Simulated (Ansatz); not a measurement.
Electronic density of states of amorphous Hf18O37H2, density 8.47 g/cm³, on a 2×2×2 Γ-centred mesh with a Gaussian width of 0.1 eV; energies count from the Fermi level, whose place inside the gap is arbitrary. Cell and mesh are small, so fine structure isn't converged. Computed with PBE, scalar-relativistic without spin-orbit coupling (plane waves to 420 eV, PAW; Ansatz, a program for electronic structure). Sampling: a 2×2×2 Γ-centred mesh; Fermi-Dirac width 0.02 eV; no spin polarisation. At PBE the levels at the filled edge of the gap are localised (band-tail or defect states), and the nearest spread-out levels lie 4.2 eV apart at the zone centre.

The cell was made by melting and quenching with the CHGNet potential and then relaxed with DFT. O atoms were pushed apart under 1.9 Å during the dynamics, to hinder bonds among them. The hot cell started wider than the set density and was brought back towards it in steps. It is the lowest in DFT energy of 2 quenches. It is a model cell: composition and starting density were chosen by hand, and all elements were melted together. No dispersion term was used. Its density started from a set value of 8.75 and ended at 8.47 g/cm³. Cooling (nominally 630 K/ps over its main leg) ran many orders faster than in experiment, which tends to leave more defects and strain. Values belong to this one cell and scatter from quench to quench. The volume was free in the relaxation, at fixed shape. Stress components on the final sampling reach 1.4 GPa.

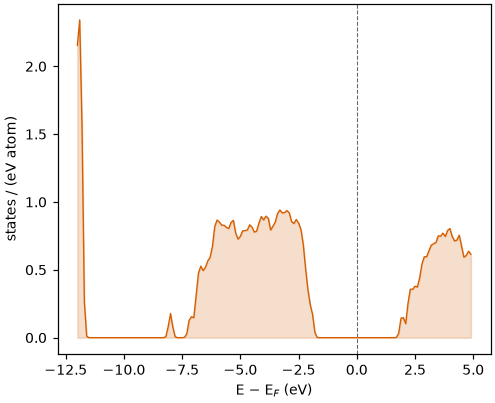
Figure. Density of states per atom

The level gap on this mesh is 3.81 eV; the broadening fills part of it in the curve.
